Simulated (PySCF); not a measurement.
## Electronic structure of C3H9BS2Si (SMILES BCS[SiH2]SC=C) in real space

The calculation's input:

```
{"job": {"kind": "nmr", "xc": "PBE0", "basis": "pcSseg-1"}, "charge": 0, "multiplicity": 1}
B     -2.495763     0.578429     0.691826
C     -2.431777    -0.645071    -0.280754
S     -0.730895    -1.170007    -0.757604
Si     0.091088     0.662527    -1.505574
S      1.436546     1.597426    -0.113173
C      2.251937     0.189555     0.580360
C      3.407629     0.279065     1.210980
H     -3.393435     1.322040     0.613448
H     -1.667350     0.724765     1.500999
H     -2.829242    -1.524357     0.234239
H     -2.992917    -0.540508    -1.209263
H      0.815130     0.289748    -2.709920
H     -0.976660     1.623894    -1.694156
H      1.714329    -0.740038     0.467007
H      3.922262     1.218061     1.314230
H      3.871517    -0.589101     1.645945
```

Command:

```sh
OMP_NUM_THREADS=1 python probes_run.py task.json out
```

Geometry: GFN2-xTB.

Theory: PBE0/pcSseg-1, SCF density, gas phase, non-relativistic (PySCF).

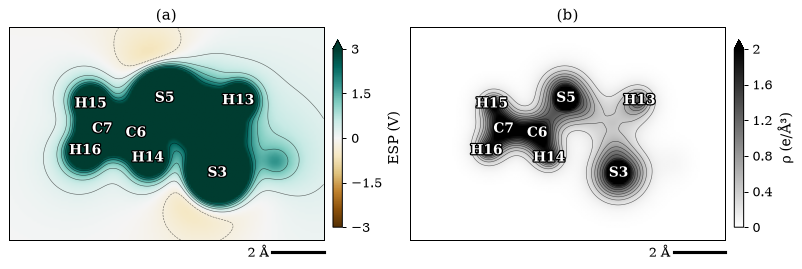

Figure 1. (a) electrostatic potential; (b) total electron density on the plane of atoms S5, C6 and C7.

What does the map show?

The plane passes through S, C and H nuclei. C–C (1.32 Å): ρ at the midpoint is about 2.3 e/Å³. C–S (1.77 Å): ρ is about 1.3 e/Å³ halfway. C–H (1.08 Å): ρ at the midpoint is about 2 e/Å³. Outside the dense part of the molecule the potential is most negative (−0.6 V) near S5.

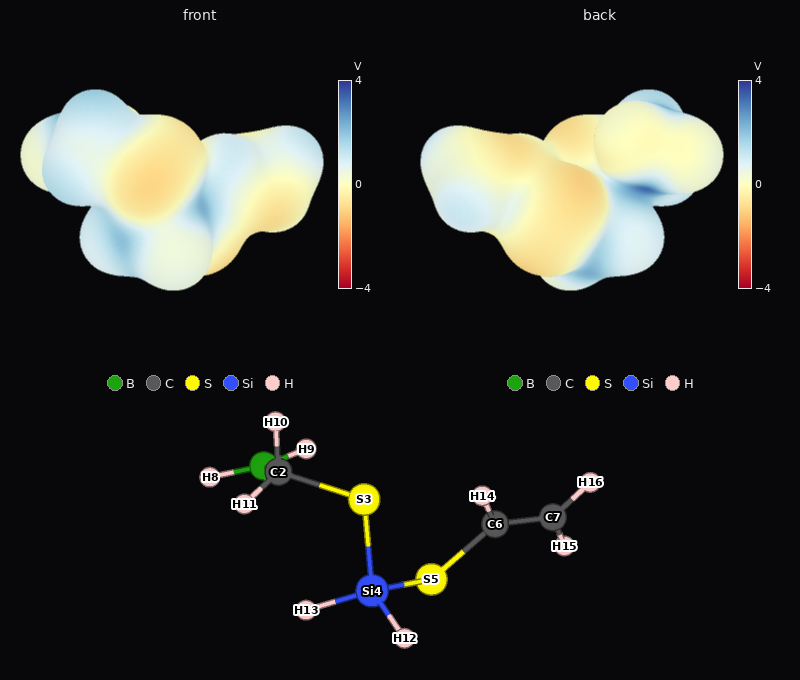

Figure 2. The electrostatic potential painted on the density surface at 0.004 e/bohr³, seen from the front and from behind; red is negative and blue positive. The bare structure is drawn below in the same view.

Which sites attract a positive test charge, and which a negative one?

A positive charge is drawn to the negative regions and a negative charge to the positive ones. The most negative region (about −0.9 V, or −21 kcal/mol for a unit charge) lies over S3 and S5, the most positive (about +2.9 V, or +67 kcal/mol for a unit charge) over B1.

What dipole moment does the calculation give?

Its dipole moment is 1.62 D.
